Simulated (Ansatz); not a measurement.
The calculation's input:

```
crystal:
  periodic: [false, false, false]
  atoms:
    - {symbol: Si, position_ang: [-0.697945, 0.357682, -0.916764]}
    - {symbol: Si, position_ang: [0.567176, -0.102515, 0.790370]}
    - {symbol: Br, position_ang: [1.921066, -1.847412, 0.756693]}
    - {symbol: H, position_ang: [-1.317897, -0.809047, -1.594310]}
    - {symbol: H, position_ang: [-1.687423, 1.425388, -0.613177]}
    - {symbol: H, position_ang: [1.215023, 0.975894, 1.577188]}
basis:
  gaussian: {orbitals: def2-TZVPP}
hamiltonian: {xc: pbe0, dispersion: d4}
output: {orbitals: {seedname: orbitals}}
```

Run with:

```sh
ansatz run in.yaml --threads 2 --pin off --events-out ev --progress --plain --max-ram 4352MiB
```

Geometry: PBE0-D4/def2-TZVP.

Level of theory: Ansatz, RKS PBE0-D4/def2-TZVPP.

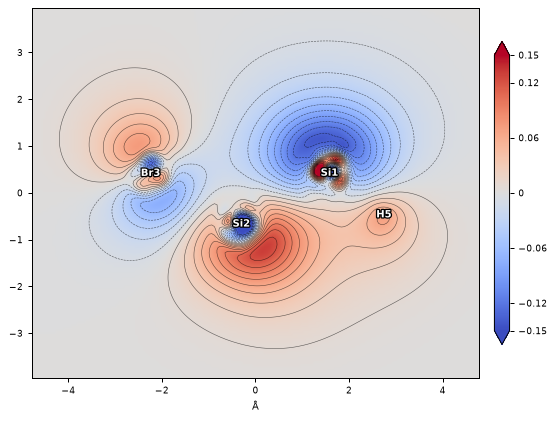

BrH3Si2 (SMILES [SiH2]=[SiH]Br). The HOMO on the plane of atoms Si1, Si2 and Br3 (values in Å⁻³ᐟ²; the overall sign is arbitrary).

Describe this orbital and give its energy.

By Hirshfeld shares it lies mainly on Si1 (about 50 %), Si2 (about 35 %) and Br3 (about 10 %); π-bonding across Si1–Si2. Its energy is −6.26 eV.
